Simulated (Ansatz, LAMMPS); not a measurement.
# Static equation of state of amorphous 29Ga2O3-71GeO2 (mol %) (86 atoms)

Density of this cell: 4.29 g/cm³. The cell holds 86 atoms: 14 Ga, 17 Ge and 55 O. Its edges and angles: a = 10.475 Å, b = 10.839 Å, c = 10.574 Å, α = 89.2°, β = 90.5°, γ = 94.3°. The starting structure: 86 atoms (14 Fe, 17 Ge, 55 O) placed at random at 3.54 g/cm³, melted at 5000 K for 10 ps at fixed volume with the Morse and Coulomb pair potential with partial charges (Pedone, Malavasi, Menziani, Cormack and Segre, J. Phys. Chem. B 110, 11780 (2006)). Quenched from 5000 K to 300 K at 100 K/ps and fixed volume, held 5 ps, then minimised at fixed cell. Then Fe was replaced by Ga and the cell scaled by 1.006 (the potential has no terms for the new elements, so the cell is a start for a DFT relaxation).

Calculated with Ansatz 0.2.0: Kohn-Sham DFT, PBE, PAW (set soft_2), plane waves; cutoff 420 eV, Γ point, fermi-dirac smearing of 0.05 eV. Cell and atoms were relaxed first, to V0 = 13.918 Å³ an atom at a residual P0 = -0.014 GPa. The cell was then scaled evenly, and the atoms were relaxed at each volume.

| volume (Å³/atom) | pressure (GPa) |
| --- | --- |
| 12.527 | 7.122 |
| 13.083 | ? |
| 13.501 | 1.618 |
| 14.336 | -1.637 |
| 14.754 | -3.144 |

Task: Fit the third-order Birch–Murnaghan equation to the rows given and interpolate to the withheld row.

Worked fit:

Take the Eulerian strain f = ½[(V0/V)^(2/3) − 1] and the normalised pressure F = (P − P0) / [3f(1 + 2f)^(5/2)]. The third-order Birch–Murnaghan equation is then the line F = B0 + (3/2)B0(B′ − 4) f, so u = f and v = F.

```
      u = f  v = F (GPa)
  0.0363834      54.8449
  0.0102571      50.4004
-0.00975659      58.2711
 -0.0190504      60.3565
```

With n = 4: mean u = 0.00445835, mean v = 55.9682, Σ(u − ū)² = 0.0018076, Σ(u − ū)(v − v̄) = -0.20405. Slope b = -0.20405 / 0.0018076 = -112.88; intercept a = v̄ − b ū = 56.472.

So B0 = a = 56.5 GPa and B′ = 4 + 2b/(3a) = 2.67. At the withheld volume f = 0.02106, F = a + b f = 54.09 GPa, and P = P0 + 3f(1 + 2f)^(5/2) F.

Prediction at 13.083: 3.775 GPa. The run gave 3.893 GPa, so the fit is low by 0.12 GPa (3.0 % of the value).

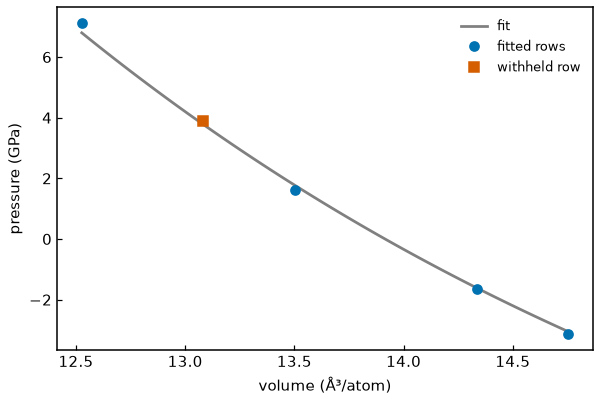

The fit, the rows that it rests on and the withheld row.

The series isn't one smooth equation of state: even a line fitted to all rows, the withheld one included, misses F by up to 10.5 % and the count of bonds changes along the series. B0 and B′ are then only the numbers of this fit, not moduli of the material. Among the rows given, the largest miss of the fit is at 12.527, by 0.32 GPa (3.1 % of the range of the table).

Limits: Static cells at zero temperature; the cell shape is held. The program notes that the SCF threshold of these relaxations is loose for the stress. The quench rate of 100 K/ps is many orders above laboratory rates, so the cell is likely richer in defects and strain than a real sample. The network of bonds at the start is that of the classical potential that made the cell, and needn't be the one that DFT or experiment would give. Only the Γ point is sampled, in a cell whose shortest periodic width is 10 Å.

[Logs are printed without paths, hosts, clocks, repeated set-up lines and the standing remarks that a program may print on its own settings, such as how far it seeks lower states.]

[Hosts, paths, dates, database ids (printed as entryN), source tags and the programs' standing remarks are cut or masked in the printed files.]
